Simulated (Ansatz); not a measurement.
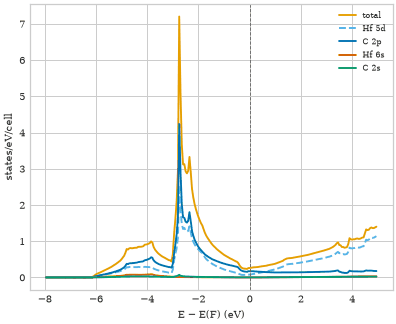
*Total and projected density of states of HfC (rock salt, space group No. 225), PBE in the plane-wave PAW code Ansatz*

Question: Which orbitals carry the states next to the Fermi level?

Answer: Within 0.5 eV of the Fermi level: C 2p 63 %, Hf 5d 33 %. Projections are on Löwdin-orthogonalised atomic valence shells; empty p or d shells of many metals are not among them.

Question: Where is the tallest occupied peak in this window, and what makes it?

Answer: Near -2.8 eV, about 7.2 states/eV per cell; the largest projected share is C 2p.

Space group Fm-3m (rock salt). The cell was relaxed with PBE under the symmetry of its start; of distortions, only those at the zone centre were tested. The run is not spin-polarised. Scalar-relativistic: spin–orbit coupling is off unless named, which matters more the heavier the elements.

Potentials: the later of the program's two PAW sets.
